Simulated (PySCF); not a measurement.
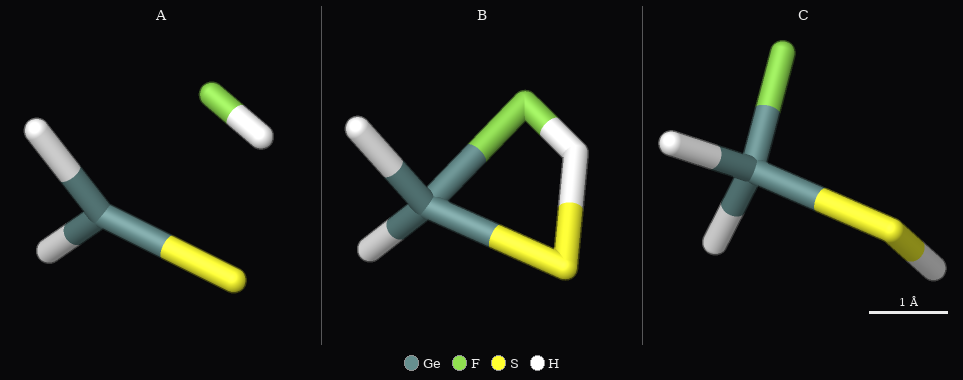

Three geometries of GeH₃SF: a saddle point and the two minima that it joins, in shuffled order. A stick model, seen from a free direction. Sticks join atoms that are closer than about 1.2 times the sum of their covalent radii (a little more with hydrogen).

Stationary points at PBE0-D4/def2-TZVP, single-point energies with CCSD(T)/CBS, PBE-D4, wB97M-V, SPW92 (LDA), B3LYP-D4, BHLYP-D4 (def2-TZVPP where no basis is named; PySCF 2.14.0). The energies are electronic, without zero-point or thermal terms, and both ends are the minima reached downhill from the saddle, with any fragments still in contact. CCSD(T)/CBS stands for a frozen-core estimate: MP2 correlation extrapolated from def2-TZVPP and def2-QZVPP, CCSD(T) minus MP2 from the smaller set.

### Identify the saddle point and describe the reaction.

Frame B is the saddle point. Counted by bonded pieces, C holds GeH₃SF and A holds GeH₂S + HF. From C over the saddle to A, a bond forms: F–H (3.44 → 1.07 → 0.95 Å). Bonds break: F–Ge (1.74 → 2.04 → 2.35 Å), H–S (1.34 → 1.85 → 2.34 Å). The saddle has one imaginary mode, 437i cm⁻¹. With CCSD(T)/CBS the barrier is 38.9 kcal/mol from C and 3.2 kcal/mol from A, and A lies 35.7 kcal/mol above C.

```tsv
level	barrier from C (kcal/mol)	barrier from A (kcal/mol)	A less C (kcal/mol)
CCSD(T)/CBS	38.9	3.2	35.7
PBE-D4	33.3	0.7	32.5
wB97M-V	38.5	2.0	36.4
SPW92 (LDA)	29.7	−2.7	32.4
B3LYP-D4	38.6	3.1	35.5
BHLYP-D4	43.0	4.1	38.9
```

Against CCSD(T)/CBS, B3LYP-D4 comes closest on the barrier from C (−0.3 kcal/mol) and SPW92 (LDA) misses most (−9.2 kcal/mol).
